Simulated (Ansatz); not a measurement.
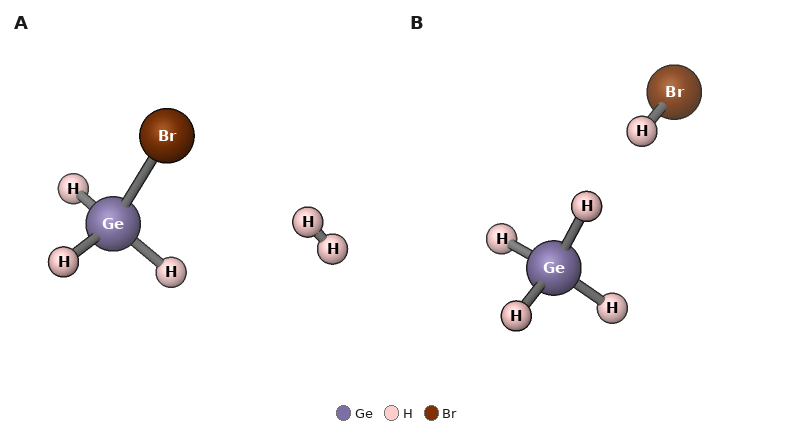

2 stationary structures of one formula. Geometries: PBE0-D4/def2-TZVP. Electronic energies: CCSD(T)/CBS (MP2 limit from def2-TZVPP and def2-QZVPP plus CCSD(T) − MP2) (Ansatz 0.2.0), without zero-point energy. Each is one conformer, not always the lowest.

Rank them by energy, lowest first.

Answer. A is lowest (a minimum); B lies 13.5 kcal/mol above it (a minimum).
